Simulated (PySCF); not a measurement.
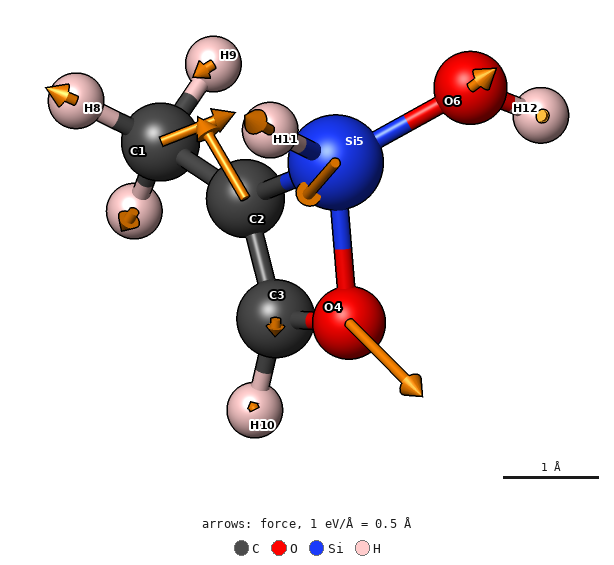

Starting geometry of C₃H₆O₂Si with the computed forces as orange arrows. A ball-and-stick model, seen from a free direction.

The start comes from GFN2-xTB. Its atoms were then displaced at random by about 0.01 Å.

Computed with PBE0-D3(BJ)/def2-SVP geometry optimisation, gas phase in PySCF. 

**Is this structure relaxed? If not, where do the atoms go?**

It isn't relaxed: the largest force vector, on an O atom, is 2.86 eV/Å. The final displacements have little in common with the starting forces (cosine between the two patterns 0.23). Over 12 geometry steps the energy falls by 5.89 kcal/mol. The atom that moves furthest after the best rigid fit is an H atom (0.34 Å). By element the largest moves are H 0.34 Å, O 0.13 Å, C 0.08 Å, Si 0.08 Å. Among the contacts that change: C–Si 1.900 → 1.849 Å, H–Si 1.429 → 1.480 Å, C–O 1.344 → 1.377 Å, O–Si 1.622 → 1.648 Å. Bond angles that change, for instance: C–O–Si 92.6° → 86.7°, C–Si–O 73.5° → 78.1°, Si–O–H 120.5° → 116.7°. Groups turn about O–Si by about 25°.
